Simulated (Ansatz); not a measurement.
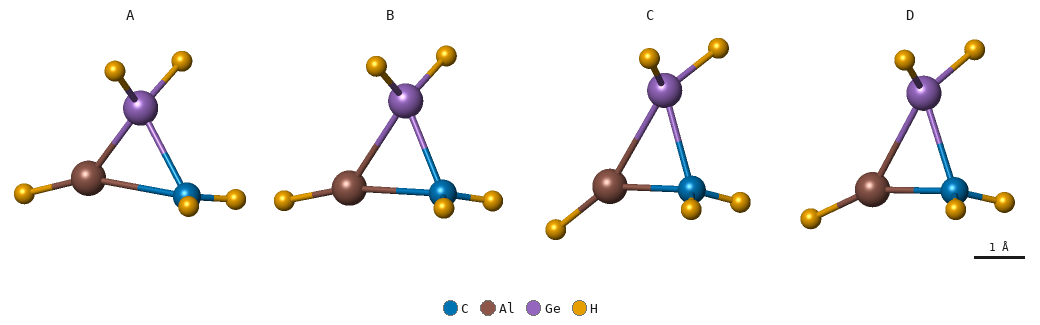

4 geometries from one relaxation of CH$_{5}$AlGe, in shuffled order. The picture is a ball-and-stick view, seen at a tilt.

It is one of the separated reactants of a reaction.

The calculation used RKS PBE-D4/def2-SVP (Ansatz). Set-up: force threshold 0.03 eV/Å; at most 250 steps.

Q: Order the frames from highest to lowest energy.

A: A, B, D, C. They are steps 0, 1, 3, 8, at +284.8 kJ/mol, +74.3 kJ/mol, +8.00 kJ/mol relative to the last. An H atom moves most after the best rigid fit: 0.76 Å. Largest moves by element: H 0.76 Å, C 0.38 Å, Ge 0.37 Å, Al 0.16 Å. Among the contacts that change: Al–Ge 1.935 → 2.391 Å, Al–C 2.367 → 1.956 Å, C–H 1.060 → 1.110 Å, Ge–H 1.510 → 1.554 Å. Among the angles between lasting bonds that change: C–Ge–Al 72.9° → 51.4°, Al–C–Ge 51.4° → 72.8°, C–Al–H 159.7° → 145.0°. The energy falls by 284.8 kJ/mol in 7 accepted moves (8 points after the start). Largest force component: 7.8 eV/Å at the start, 0.004 eV/Å at the end. The line search rejected the trial step at point 7 of the run.
